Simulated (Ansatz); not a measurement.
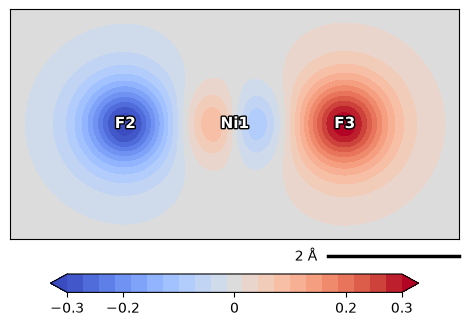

Figure 1: F2Ni (NiF2) (charge +1, quartet). The HOMO (α) on a plane 0.8 Å above a plane that holds the molecular axis (values in Å⁻³ᐟ²; the overall sign is arbitrary).

Geometry: PBE-D4/def2-TZVP.

The calculation used UKS PBE0-D4/def2-TZVP (Ansatz).

What is the character of this orbital?

Answer. By Hirshfeld shares it lies mainly on F2 (about 40 %), F3 (about 40 %) and Ni1 (about 15 %); it vanishes on the molecular axis (π type); it is gerade (even under inversion); largely a combination of lone pairs on F2 and F3. It is one of a degenerate set, so its orientation is arbitrary. Its energy is −19.96 eV.
